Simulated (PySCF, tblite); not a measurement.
# C₄H₁₁NSi: geometry, infrared bands and NMR shifts

Wanted: the infrared bands and NMR shifts of C₄H₁₁NSi (`C/C=C(\C)[SiH2]N`), by calculation.

Computed with tblite 0.8.0 and PySCF 2.14.0, with density-fitted response routines of our own, on a single molecule in the gas phase. Atoms count from 0, in the outputs and in this text.

### Step 1. Starting geometry

17 atoms, charge 0, multiplicity 1; geometry from: force field or distance geometry start.

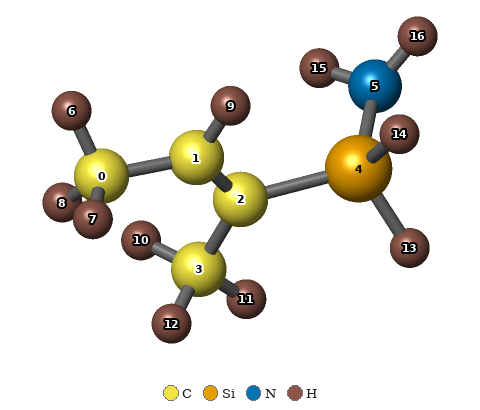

As it starts; carbon yellow, silicon amber, nitrogen blue, hydrogen brown, atoms numbered.

### Step 2. Relaxing the molecule with GFN2-xTB

The job: settings as JSON, then the geometry in Å.

```
{"job": {"kind": "relax", "xc": "GFN2-xTB", "basis": "xTB"}, "charge": 0, "multiplicity": 1}
C      2.329100     0.345100     0.541500
C      0.938100     0.745400     0.204100
C      0.062000    -0.103700    -0.289800
C      0.413800    -1.508600    -0.568700
Si    -1.645100     0.530900    -0.650400
N     -2.792400     0.309300     0.671400
H      2.599700     0.931600     1.456400
H      3.061600     0.659600    -0.238200
H      2.479000    -0.714000     0.784300
H      0.622700     1.777900     0.398000
H      0.721400    -2.017800     0.390500
H     -0.446100    -2.084500    -1.010400
H      1.269400    -1.598700    -1.255200
H     -2.178600    -0.138700    -1.848800
H     -1.623500     2.000900    -0.956600
H     -2.453900    -0.252700     1.472400
H     -3.364200     1.130000     0.889600
```

Started as:

```bash
> OMP_NUM_THREADS=1 python probes_run.py task.json out
```

One launch serves the whole session: the jobs run in the order shown.

**Question.** This job is followed by: GFN2-xTB harmonic vibrations, gas phase; GIAO PBE0/pcSseg-1 NMR shielding, non-relativistic, gas phase. Predict these results of the whole session: strongest single infrared mode (GFN2-xTB); zero-point energy (GFN2-xTB); 13C shifts against TMS (PBE0/pcSseg-1); 1H shifts against TMS (PBE0/pcSseg-1, means over atoms taken as alike); 29Si shifts against TMS (PBE0/pcSseg-1); 15N shifts against NH3 (PBE0/pcSseg-1); surface potential, least and greatest.

As calculated:

```
                                                              quantity                              value
                             strongest single infrared mode (GFN2-xTB)              2161 cm⁻¹, 433 km/mol
                                          zero-point energy (GFN2-xTB)                      86.7 kcal/mol
                                13C shifts against TMS (PBE0/pcSseg-1)       149.3, 140.3, 18.0, 15.2 ppm
1H shifts against TMS (PBE0/pcSseg-1, means over atoms taken as alike)  6.39, 4.97, 2.07, 1.89, -0.10 ppm
                               29Si shifts against TMS (PBE0/pcSseg-1)                          -31.5 ppm
                                15N shifts against NH3 (PBE0/pcSseg-1)                            7.8 ppm
                                 surface potential, least and greatest                 -1.25 V and 1.37 V
```

What this shows: The optimisation took 143 steps and gained 0.364 eV; among the close pairs (by a distance rule), C3–H11 changed most, from 1.125 to 1.086 Å. All 45 modes are real, so the xTB geometry is a minimum. The strongest single mode, at 2161 cm⁻¹, moves mainly H14. GFN2-xTB is a fitted tight-binding method: band positions and strengths are rough. Its intensities can rank the bands wrongly. The most deshielded hydrogen is H9 (hydrogen on an alkene CH), at 6.39 ppm: olefinic region. At PBE0/pcSseg-1: Shielding is most anisotropic at C1 (span 240 ppm, paramagnetic term -218 ppm).
